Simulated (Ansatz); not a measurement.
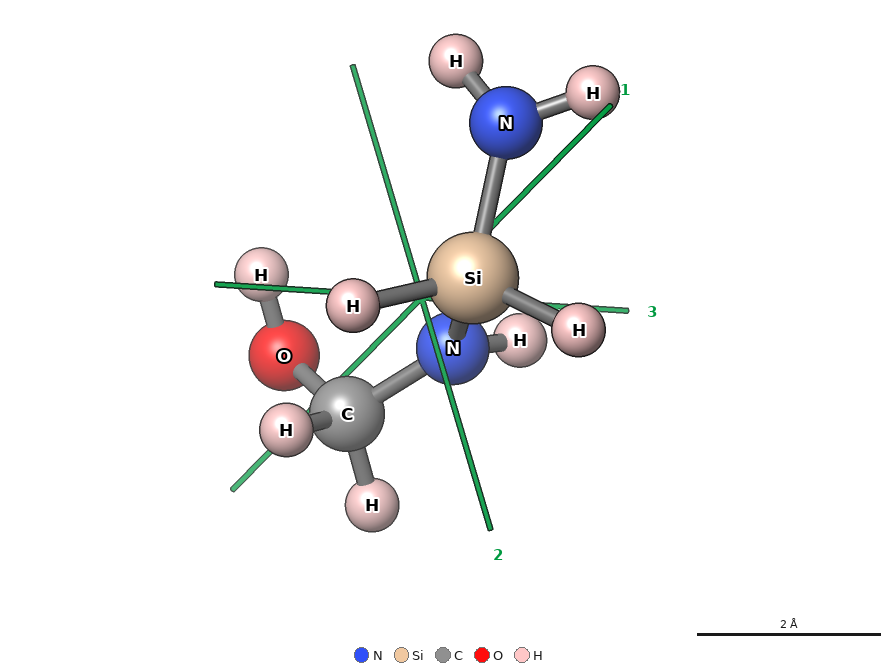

The three principal axes of inertia are drawn and numbered. Depth is shown by fading: the farther an atom, the more it takes the colour of the background. The geometry was computed by an optimisation with PBE-D4/def2-SVP. No frequency run is at hand to confirm it as a minimum. Masses are those of the most abundant isotopes; constants are for the rigid equilibrium geometry.

Which line is the a axis (least moment of inertia), which b and which c?

Answer. a is line 1, b is line 2, c is line 3; the moments are 55.3, 281, 310 u Å².

What kind of rotor is it, and what are its rotational constants in MHz?

Answer. An asymmetric top (C1): A = 9132, B = 1798, C = 1629 MHz. Ray's parameter κ is −0.95, close to the prolate limit.
